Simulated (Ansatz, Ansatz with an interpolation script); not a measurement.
# CdBr2 (P6_3mc): what limits a Wannier interpolation of GW

Aim: vary the Wannier model and the GW settings for CdBr2 (P6_3mc) and see what the interpolated bands lose.

Main program and level: Ansatz 0.2.0; maximally localised Wannier functions, LDA, plane waves, PAW; PAW set soft_1.

The database entry behind the starting cell has ideal inner coordinates that were not refined, so it need not match the best structure at ambient conditions.

## (1) The starting structure

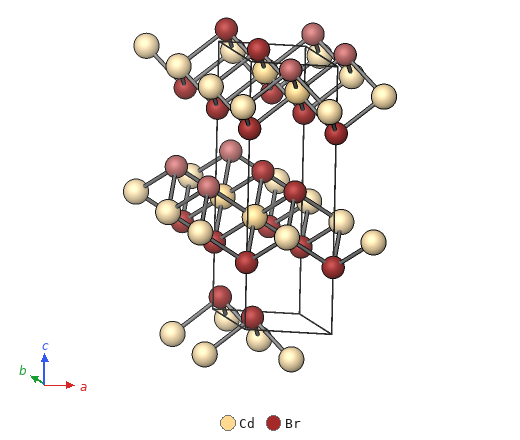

The cell as given, slightly off an axis (cadmium orange, bromine red). 1×2×1 cells are drawn. Some periodic images of atoms are drawn too.

Coordinates:

```cif
data_structure
_symmetry_space_group_name_H-M 'P6_3mc'
_symmetry_Int_Tables_number 186
_cell_length_a 3.9850
_cell_length_b 3.9850
_cell_length_c 12.5610
_cell_angle_alpha 90.000
_cell_angle_beta 90.000
_cell_angle_gamma 120.000
_cell_volume 172.75
loop_
_atom_site_label
_atom_site_type_symbol
_atom_site_symmetry_multiplicity
_atom_site_Wyckoff_symbol
_atom_site_fract_x
_atom_site_fract_y
_atom_site_fract_z
_atom_site_occupancy
Cd1 Cd 2 b 0.33333 0.66667 0.37500 1
Br1 Br 2 b 0.33333 0.66667 0.00000 1
Br2 Br 2 a 0.00000 0.00000 0.25000 1
```

The cell and positions come from the Crystallography Open Database and are kept as given unless a step says otherwise.

## (2) Wannier model on 12×12×4

Localised functions give a small Hamiltonian that interpolates between mesh points at no cost.

The input, input.yaml:

```yaml
crystal:
  lattice:
    - [3.985, 0.0, 0.0]
    - [-1.9925, 3.4511112341, 0.0]
    - [0.0, 0.0, 12.561]
  atoms:
    - { symbol: Cd, position: [0.3333333333, 0.6666666667, 0.375] }
    - { symbol: Cd, position: [0.6666666667, 0.3333333333, 0.875] }
    - { symbol: Br, position: [0.3333333333, 0.6666666667, 0.0] }
    - { symbol: Br, position: [0.6666666667, 0.3333333333, 0.5] }
    - { symbol: Br, position: [0.0, 0.0, 0.25] }
    - { symbol: Br, position: [0.0, 0.0, 0.75] }
kpoints:
  mp_grid: { grid: [6, 6, 2] }
hamiltonian:
  xc: lda
  pseudopotentials: { kind: paw, azcp: { folder: soft_1 }, xc_functional: pbe }
scf:
  occupations: { method: fixed }
  n_extra_bands: 91
output:
  wannier:
    kmesh: [12, 12, 4]
    projections: [{ species: Br, l: p, shell: 4 }, { species: Cd, l: s, shell: 5 }]
    minimise: true
    write_hr: true
    seedname: w
    conv_tol: 1.0e-06
    max_iter: 20000
    stability_check: false
    disentanglement:
      window: [0.1, 10.09]
      frozen_window: [0.1, 7.09]
      conv_tol: 1.0e-08
```

On the command line:

```console
$ ansatz run input.yaml --threads 2 --pin off --max-ram 92160MiB --backend cuda --events-out ev --progress --plain --runs-dir out --devices 1 --max-vram 13GiB
```

Numbers of over 12 decimals in the logs are rounded to 6 here.

What it wrote:

```text
scf.n_extra_bands = 91 over 34 filled bands (N_el = 68.0): the run solves 125 bands
GPUs: using 1 of 1 available (devices: 1).
Engine: ansatz 0.2.0, x86_64-unknown-linux-gnu
Pseudopotentials: kind: paw
Pseudopotential: Cd, paw, valence charge 20, recommended cutoff 420 eV (normal), soft_1/Cd.paw.azcp
Pseudopotential: Br, paw, valence charge 7, recommended cutoff 420 eV (normal), soft_1/Br.paw.azcp
Functional definition: SPW92
  exchange = slater_x
  correlation = pw_c
device memory: the entry about to start is reckoned to put 3.3 GiB on a device that reports 59.0 GiB free (of which the cap on the GPU budget leaves the run 13.0 GiB)
GPU FFT provider: cuFFT
GPU libraries: cuBLAS 13.8.2, cuFFT 12.4.0, cuSOLVER 12.3.4
Crystal: 6 atoms, lattice volume = 172.747 Å³
Basis set: ecut = 420 eV, 3401 PW (Γ)
Bands: 125, of which v1, the nominal top of the filled ones, is band 34 counted from 1 (33 counted from 0)
Symmetry: 12 space group operations
Space group: P63mc (ITA 186), of the structure as read, at distance tolerance 5.6e-5 Å
k-points: 14 of 72
Non-local potential: Cd, projectors of the file, l = 0: 3, l = 1: 2, l = 2: 2, l = 3: 1
Non-local potential: Br, projectors of the file, l = 0: 2, l = 1: 2, l = 2: 2
PAW form: soft (Blöchl's): semilocal exchange-correlation on the pseudo side does not see the compensation charge
PAW frozen core: Cd, regenerated for the run's functional, and the local potential with it (the file was generated under x = pbe(κ = 0.804, μ = 0.219515), c = pbe(β = 0.066725))
PAW frozen core: Br, regenerated for the run's functional, and the local potential with it (the file was generated under x = pbe(κ = 0.804, μ = 0.219515), c = pbe(β = 0.066725))
PAW one-centre angular grid: Cd, 590 points (default); XC on 64 Gauss nodes
PAW one-centre angular grid: Br, 110 points (default); XC on 64 Gauss nodes
Initial density: superposition of atomic densities (chi_scale 0.1, normalization cell, long waves kept (reshape's long-wave potential 0.18 eV rms))
Initial wavefunctions: pseudopotential atomic-orbital guess
GPU buffer pool allocated for 65610 grid points (all kernels)
GPU transforms: local potential and band sums: pruned to the plane-wave sphere, on 25×27×90
Functional: x = slater, c = lda
SCF iter   1: F=—  HF=-27019.245978 eV  |F-HF|=—  |Δ(HF+E_count)|=         —  Δρ=5.35e-2  dr2=9.60e0  ethr=3.10e-3  ⟨swp⟩=4.0  Hψ=5653  notcnv=0  defer=1212
preconditioner: auto → Resta (q_TF=auto, 2.336 Å⁻¹)  ε∞=1.5  [insulator: Δε(μ)=1.970 eV  Ē_g=28.355 eV  n_scr=38 (ndim 8)  ℏωp=20.4 eV  f_vac=0.063  ε∞_Penn≈1.5]
SCF iter   2: F=—  HF=-27016.398999 eV  |F-HF|=—  |Δ(HF+E_count)|=    2.85e0  Δρ=1.68e-2  dr2=5.27e-1  ethr=3.10e-3  ⟨swp⟩=2.0  Hψ=2352  notcnv=0  defer=1246
SCF iter   3: F=—  HF=-27016.231177 eV  |F-HF|=—  |Δ(HF+E_count)|=   1.68e-1  Δρ=6.52e-3  dr2=2.76e-2  ethr=7.74e-4  ⟨swp⟩=1.4  Hψ=1611  notcnv=0  defer=1246
SCF iter   4: F=—  HF=-27016.226461 eV  |F-HF|=—  |Δ(HF+E_count)|=   4.72e-3  Δρ=5.32e-4  dr2=3.04e-4  ethr=4.05e-5  ⟨swp⟩=2.0  Hψ=1542  notcnv=0  defer=1246
SCF iter   5: F=—  HF=-27016.226910 eV  |F-HF|=—  |Δ(HF+E_count)|=   4.49e-4  Δρ=1.28e-4  dr2=3.67e-5  ethr=4.47e-7  ⟨swp⟩=2.0  Hψ=904  notcnv=0  defer=1228
SCF iter   6: F=—  HF=-27016.227133 eV  |F-HF|=—  |Δ(HF+E_count)|=   2.23e-4  Δρ=1.67e-5  dr2=4.80e-7  ethr=5.39e-8  ⟨swp⟩=2.0  Hψ=708  notcnv=0  defer=1210
SCF iter   7: F=—  HF=-27016.227133 eV  |F-HF|=—  |Δ(HF+E_count)|=   1.28e-7  Δρ=7.48e-6  dr2=1.20e-7  ethr=1.47e-10  ⟨swp⟩=13.3  Hψ=13374  notcnv=0
SCF iter   8: F=-27016.227133 eV  HF=-27016.227133 eV  |F-HF|=6.33e-10  |Δ(HF+E_count)|=   2.15e-8  Δρ=2.05e-6  dr2=7.53e-9  ethr=1.47e-10  ⟨swp⟩=2.0  Hψ=2282  notcnv=0
SCF 1 converged in 8 iterations: F = -27016.227133 eV  dr2 = 7.53e-9
[...]
device memory: the entry about to start is reckoned to put 3.9 GiB (of the 4.0 GiB reckoned in all, the device holds 0.1 GiB already) on a device that reports 59.5 GiB free (of which the cap on the GPU budget leaves the run 12.9 GiB)
NSCF: frozen V_eff on 14 k-points
[...]
device memory: the entry about to start is reckoned to put 3.2 GiB on a device that reports 59.0 GiB free (of which the cap on the GPU budget leaves the run 13.0 GiB)
NSCF: frozen V_eff on 60 k-points
the Wannier pass solved 60 of the 576 points of its mesh, and has the states at the others by symmetry: states obtained by the crystal's operations at points that were solved too leave a residual of 5.50e-13 eV (read by the count's bands and the next), within 4.76e-6 eV
SCF converged after 8 iterations
Free energy (F): -27016.227133 eV
Harris-Foulkes:  -27016.227133 eV  (|F-HF|=6.33e-10)
Internal energy: -27016.227133 eV  (E = F + TS)
E sigma→0 (E₀):  -27016.227133 eV
Fermi energy:    3.965112 eV
--- Per-component energies (eV) ---
  E_band       = -1150.880506
  E_kinetic    = 1407.539584
  E_local      = -10314.259230  (includes V_loc(G=0)·N_el)
  E_nonlocal   = 470.842254
  E_hartree    = 4629.422425
  E_xc         = -1088.330821
  E_vxc        = -827.826445  (∫ρ·V_xc dr)
  E_paw        = -16835.158528  (= ΣΔE_a)
  E_vpaw       = -1146.015802  (= ΣTr[D̂ρ^β])
  E_aug_tail   = 0.000600  (compensation charges beyond the density's cutoff)
  E_ewald      = -5288.642602
  E_core_change = 2.359184  (= ΣΔE_core)
  E_smearing   = -0.000000  (= −TS)
  E_closure    = -0.000000  (closes the sum)
  Σ components = -27016.227133   (vs F -27016.227133, Δ=0.00e0)
--- Band table (eV; the first three rows and the last of 14) ---
  k-point 0: bands = [... 30 lower, 3.8276, 3.8276, 3.9651, 3.9651, 6.4938, 7.8444, 9.0300, 9.0867, ... 87 higher]
  k-point 1: bands = [... 30 lower, 3.9064, 3.9064, 3.9064, 3.9064, 7.1810, 7.1810, 9.0956, 9.0956, ... 87 higher]
  k-point 2: bands = [... 30 lower, 3.3228, 3.7674, 3.9039, 3.9612, 7.4658, 8.0417, 9.8439, 9.9889, ... 87 higher]
  k-point 13: bands = [... 30 lower, 3.4750, 3.4750, 3.4814, 3.4814, 8.1256, 8.1256, 11.1209, 11.1209, ... 87 higher]
Wannier search: line search 1 of at most 20000: gauge-dependent spread (as the search counts it) 0.6137255 Å², largest recent change 9.0e-2 Å² against conv_tol 1.0e-6 Å², 0 stops escaped
```

Run time: 22 s. Hardware: 1 × NVIDIA H100 80GB HBM3 (shared by 6 runs) with 2 threads of AMD EPYC 7R13 (Zen 3), shared host; peak memory 2.1 GiB.

Numbers from this step:

- gauge-invariant spread: 31.72 Å²
- diagonal spread: 0.02910 Å²
- off-diagonal spread: 0.4111 Å²
- total spread: 32.16 Å²
- least projectability: 0.5403
- localisation steps: 48
- disentanglement steps: 50
- r.m.s. interpolation error: 1.71e-4 eV
- r.m.s. error near the gap: 2.08e-4 eV

Near the gap the model misses directly solved bands by 0.2 meV r.m.s. and by 5 meV at most in the window tested. This tests the starting bands, not the corrections carried with them.

## (3) Wannier model on 6×6×2

Changes to input.yaml since step 2:

```diff
@@ -22,3 +22,3 @@
   wannier:
-    kmesh: [12, 12, 4]
+    kmesh: [6, 6, 2]
     projections: [{ species: Br, l: p, shell: 4 }, { species: Cd, l: s, shell: 5 }]
```

What it wrote:

```text
[...]
GPUs: using 1 of 1 available (devices: 1).
[...]
GPU FFT provider: cuFFT
GPU libraries: cuBLAS 13.8.2, cuFFT 12.4.0, cuSOLVER 12.3.4
Crystal: 6 atoms, lattice volume = 172.747 Å³
Basis set: ecut = 420 eV, 3401 PW (Γ)
Bands: 125, of which v1, the nominal top of the filled ones, is band 34 counted from 1 (33 counted from 0)
Symmetry: 12 space group operations
[...]
k-points: 14 of 72
[...]
GPU buffer pool allocated for 65610 grid points (all kernels)
[...]
SCF iter   1: F=—  HF=-27019.245978 eV  |F-HF|=—  |Δ(HF+E_count)|=         —  Δρ=5.35e-2  dr2=9.60e0  ethr=3.10e-3  ⟨swp⟩=4.0  Hψ=5653  notcnv=0  defer=1212
[...]
SCF iter   8: F=-27016.227133 eV  HF=-27016.227133 eV  |F-HF|=6.33e-10  |Δ(HF+E_count)|=   2.15e-8  Δρ=2.05e-6  dr2=7.53e-9  ethr=1.47e-10  ⟨swp⟩=2.0  Hψ=2282  notcnv=0
SCF 1 converged in 8 iterations: F = -27016.227133 eV  dr2 = 7.53e-9
[...]
NSCF: frozen V_eff on 14 k-points
[...]
SCF converged after 8 iterations
Free energy (F): -27016.227133 eV
[...]
Internal energy: -27016.227133 eV  (E = F + TS)
E sigma→0 (E₀):  -27016.227133 eV
Fermi energy:    3.965112 eV
[...]
--- Band table (eV; the first three rows and the last of 14) ---
  k-point 0: bands = [... 30 lower, 3.8276, 3.8276, 3.9651, 3.9651, 6.4938, 7.8444, 9.0300, 9.0867, ... 87 higher]
  k-point 1: bands = [... 30 lower, 3.9064, 3.9064, 3.9064, 3.9064, 7.1810, 7.1810, 9.0956, 9.0956, ... 87 higher]
  k-point 2: bands = [... 30 lower, 3.3228, 3.7674, 3.9039, 3.9612, 7.4658, 8.0417, 9.8439, 9.9889, ... 87 higher]
  k-point 13: bands = [... 30 lower, 3.4750, 3.4750, 3.4814, 3.4814, 8.1256, 8.1256, 11.1209, 11.1209, ... 87 higher]
[...]
WARN: <dir> 108 periodic images of 108 elements of H(R) lie 4.88e-4 to 1.95e-3 Å beyond their element's nearest image, near the 9.77e-4 Å window within which an element is shared among its images; whether they share it moves the interpolated H(k) by 1.3e-3 eV (Frobenius norm, root mean square over the Brillouin zone); at the model's own mesh points H(k) does not change
```

Wall time 11 s (1 × NVIDIA H100 80GB HBM3 (shared by 6 runs) with 2 threads); peak memory 1.1 GiB.

This step gave:

| Property | Result |
| --- | --- |
| gauge-invariant spread | 30.14 Å² |
| diagonal spread | 0.02643 Å² |
| off-diagonal spread | 0.5814 Å² |
| total spread | 30.75 Å² |
| least projectability | 0.5403 |
| localisation steps | 350 |
| disentanglement steps | 21 |
| r.m.s. interpolation error | 0.001869 eV |
| r.m.s. error near the gap | 0.002139 eV |

Near the gap the model misses directly solved bands by 2.1 meV r.m.s. and by 24 meV at most in the window tested. This tests the starting bands, not the corrections carried with them.

Frozen up to 3.13 eV; above it the model need not follow the bands. Electronic bands along the path, in eV, zero at the valence-band top; v1 is the highest filled band, c1 the lowest empty one:

```tsv
point	v4	v3	v2	v1	c1	c2
Γ	-0.14	-0.14	0.00	0.00	2.53	3.88
M	-0.51	-0.36	-0.14	-0.06	3.36	3.71
K	-0.92	-0.54	-0.54	-0.14	4.21	4.21
Γ	-0.14	-0.14	0.00	0.00	2.53	3.88
A	-0.06	-0.06	-0.06	-0.06	3.25	3.25
L	-0.40	-0.40	-0.20	-0.20	3.57	3.57
H	-0.49	-0.49	-0.48	-0.48	4.16	4.16
A	-0.06	-0.06	-0.06	-0.06	3.25	3.25
jump to L	-0.40	-0.40	-0.20	-0.20	3.57	3.57
M	-0.51	-0.36	-0.14	-0.06	3.36	3.71
jump to H	-0.49	-0.49	-0.48	-0.48	4.16	4.16
K	-0.92	-0.54	-0.54	-0.14	4.21	4.21
```

The same for Kohn-Sham, solved directly:

```tsv
point	v4	v3	v2	v1	c1	c2
Γ	-0.14	-0.14	0.00	0.00	2.53	3.88
M	-0.51	-0.36	-0.14	-0.06	3.34	3.68
K	-0.92	-0.54	-0.54	-0.14	4.21	4.21
Γ	-0.14	-0.14	0.00	0.00	2.53	3.88
A	-0.06	-0.06	-0.06	-0.06	3.22	3.22
L	-0.40	-0.40	-0.20	-0.20	3.57	3.57
H	-0.49	-0.49	-0.48	-0.48	4.16	4.16
A	-0.06	-0.06	-0.06	-0.06	3.22	3.22
L	-0.40	-0.40	-0.20	-0.20	3.57	3.57
M	-0.51	-0.36	-0.14	-0.06	3.34	3.68
H	-0.49	-0.49	-0.48	-0.48	4.16	4.16
K	-0.92	-0.54	-0.54	-0.14	4.21	4.21
```

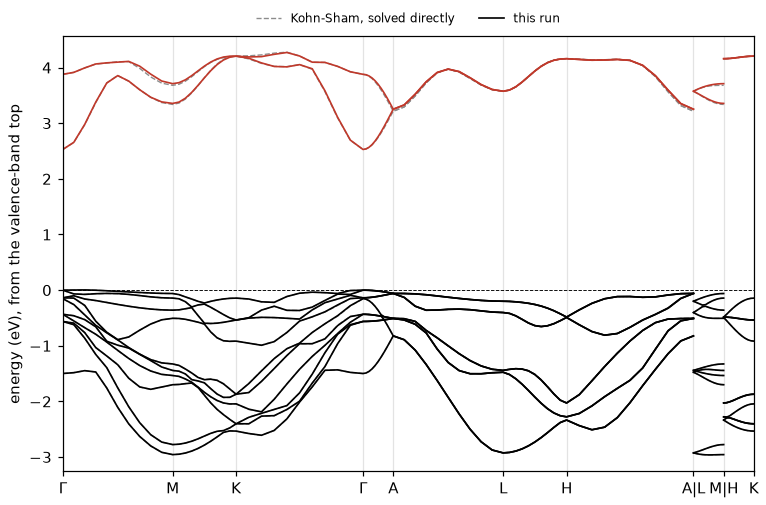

Electronic bands along the path; lines of filled and empty bands in two colours; dashed: Kohn-Sham, solved directly.

## (4) A faulty Wannier input

This step: maximally localised Wannier functions, LDA, plane waves, PAW.

Changes to input.yaml since step 3:

```diff
@@ -28,3 +28,3 @@
     conv_tol: 1.0e-06
-    max_iter: 20000
+    max_iter: 3
     stability_check: false
```

On the command line:

```console
$ ansatz run input.yaml --threads 2 --pin off --max-ram 92160MiB --backend cpu --events-out ev --progress --plain --runs-dir out
```

What it wrote:

```text
Error: invalid value for `output.wannier.max_iter`: must be ≥ 5; got 3
```

Wall time 0.11 s (2 threads); peak memory 0.08 GiB.

The program refused the input before any cycle.

The program's message: “Error: invalid value for `output.wannier.max_iter`: must be ≥ 5; got 3”

The fault put into this input: too few iterations.

## (5) G0W0: 6×6×2 mesh, 720 empty bands, screening to 150 eV, PAW set soft_1 files

Now the one-shot GW correction: screening in the RPA, then the self-energy of the levels asked for.

This step: G0W0 on LDA, plane waves, PAW; PAW set soft_1.

input.yaml, the sections that differ from step 4:

```yaml
scf:
  occupations: { method: fixed }
gw:
  n_empty_bands: 720
  ecut_chi: 150.0
  qp_bands: [v12, c1]
  screening: { model: contour_deformation }
# crystal, kpoints, hamiltonian: as in step 4
# output: removed
```

On the command line:

```console
$ ansatz run input.yaml --threads 2 --pin off --max-ram 92160MiB --backend cuda --events-out ev --progress --plain --runs-dir out --devices 1 --max-vram 13GiB
```

What it wrote:

```text
GPUs: using 1 of 1 available (devices: 1).
[...]
GPU FFT provider: cuFFT
GPU libraries: cuBLAS 13.8.2, cuFFT 12.4.0, cuSOLVER 12.3.4
Crystal: 6 atoms, lattice volume = 172.747 Å³
Basis set: ecut = 420 eV, 3401 PW (Γ)
Bands: 41, of which v1, the nominal top of the filled ones, is band 34 counted from 1 (33 counted from 0)
Symmetry: 12 space group operations
[...]
k-points: 14 of 72
[...]
0    30      3.8122   -19.9920     2.2423   -16.7968  0.7612     2.8427     2.8593  root
[...]
13    32      3.4751   -20.5006     2.4445   -17.0891  0.7601     2.4894     2.5080  root
    13    33      3.4814   -20.5072     2.4466   -17.0903  0.7602     2.4925     2.5111  root
    13    34      3.4814   -20.5072     2.4466   -17.0903  0.7602     2.4925     2.5111  root
    13    35      8.1256   -10.4590    -4.0759   -15.4272  0.7952     9.0278     9.0179  root
[key lines of the parts left out:]
SCF converged after 8 iterations
Free energy (F): -27016.227133 eV
Fermi energy:    3.965153 eV
```

Wall time 2.1 min (1 × NVIDIA H100 80GB HBM3 (shared by 6 runs) with 2 threads); peak memory 2.2 GiB.

The G0W0 gap on the mesh is 4.208 eV.

[end of part 1 of 2]

[Paths, hosts, dates, memory and timing lines, banners, echoed tables and standing remarks are left out of the program output.]

[Logs are printed without paths, hosts, clocks, repeated set-up lines and the standing remarks that a program may print on its own settings, such as how far it seeks lower states.]

[Runs of the session that timed out or met a known fault of the program may be left out.]

[Hosts, paths, dates, database ids (printed as entryN), source tags and the programs' standing remarks are cut or masked in the printed files.]
